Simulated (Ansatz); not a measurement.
## Electronic structure of CH₄NSi (charge +1) in real space

| atom | x (Å) | y (Å) | z (Å) |
| --- | --- | --- | --- |
| C | -0.9646 | -1.0338 | 0.7070 |
| N | -0.2953 | -0.8544 | -0.3070 |
| Si | 0.4510 | 1.0281 | -0.1129 |
| H | -0.0667 | -1.4219 | -1.1485 |
| H | -0.1601 | 1.6162 | -1.3373 |
| H | -0.1269 | 1.4394 | 1.1972 |
| H | 1.8988 | 0.6779 | -0.1338 |

The calculation used RKS PBE-D4/def2-SVP in Ansatz.

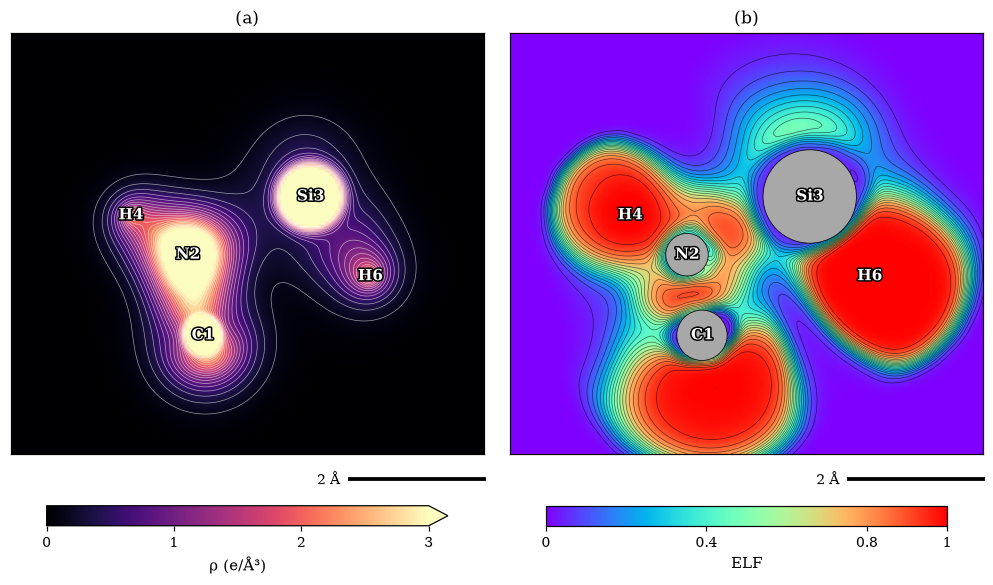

Figure 1. (a) electron density; (b) electron localisation function on the plane of atoms Si3, N2 and H4. Grey discs cover the atomic cores in the ELF map.

### Read the bonding off the picture.

The plane passes through C, N, Si and H nuclei.
C–N (1.23 Å): the density is about 3.1 e/Å³ at the midpoint; the ELF peaks at about 0.90 between the atoms; a multiple bond.
Si–N (2.03 Å): ρ is about 0.52 e/Å³ halfway, with its minimum of 0.41 e/Å³ about 0.8 Å from Si; the ELF peaks at about 0.90 between the atoms; a shared but strongly polarised pair.
N–H (1.04 Å): ρ at the midpoint is about 2.7 e/Å³; the ELF climbs to about 1 towards the hydrogen, as it does in any bond to H (a covalent bond by its length).
Si–H (1.49 Å): ρ is about 0.82 e/Å³ halfway; the ELF climbs to about 1 towards the hydrogen.
The ELF also peaks beside C1, away from the bonds: lone-pair regions.

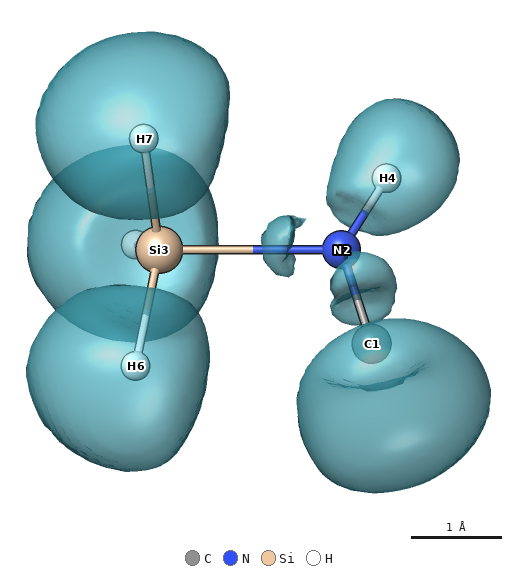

Figure 2. Isosurface of the electron localisation function at 0.85 (cyan), seen at a tilt. Only the valence region is drawn (cores and ρ < 0.01 e/Å³ removed).

### Describe the localisation domains.

At this value the surface marks out one region between bonded C–N atoms (shared pairs), one region between bonded N–Si atoms (shared pairs), four regions around hydrogen nuclei and one lobe on C, pointing away from the bonds (lone pairs).

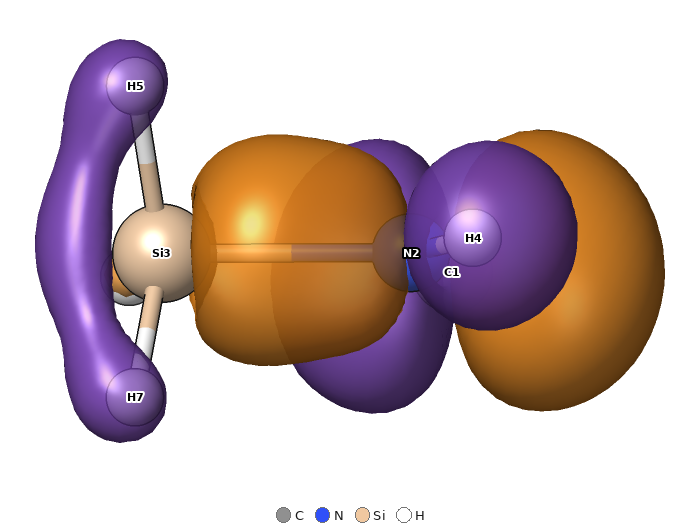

Figure 3. The LUMO at ±0.1 Å⁻³ᐟ² (orange and purple are the two phases), seen from one side.

### Where does this orbital lie, and at what energy?

It lies mainly on C1 (about 65 %), N2 (about 15 %), Si3 (about 10 %) and H4 (about 5 %). Its energy is −10.06 eV.

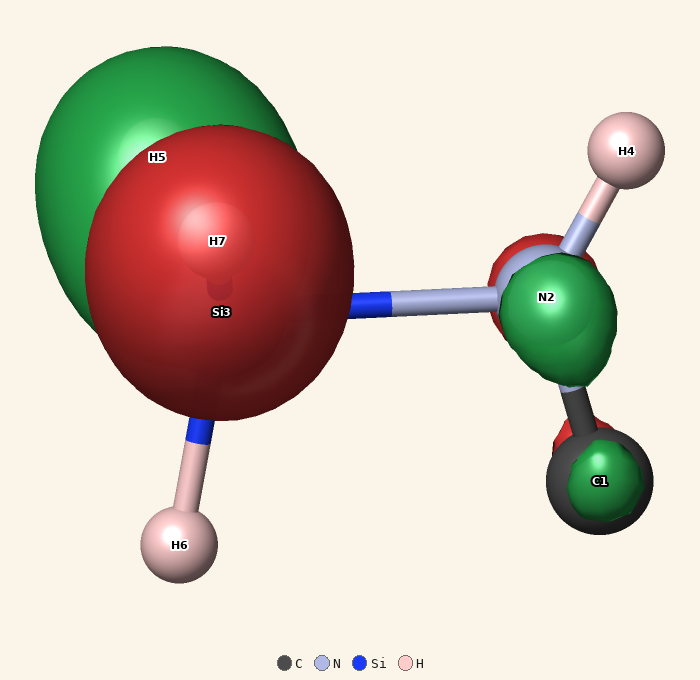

Figure 4. The HOMO−1 at ±0.2 Å⁻³ᐟ² (green and red are the two phases), seen at a tilt.

### Describe this orbital and give its energy.

By Hirshfeld shares it lies mainly on Si3 (about 40 %), H5 (about 25 %), H7 (about 25 %) and N2 (about 5 %). Its energy is −14.73 eV.
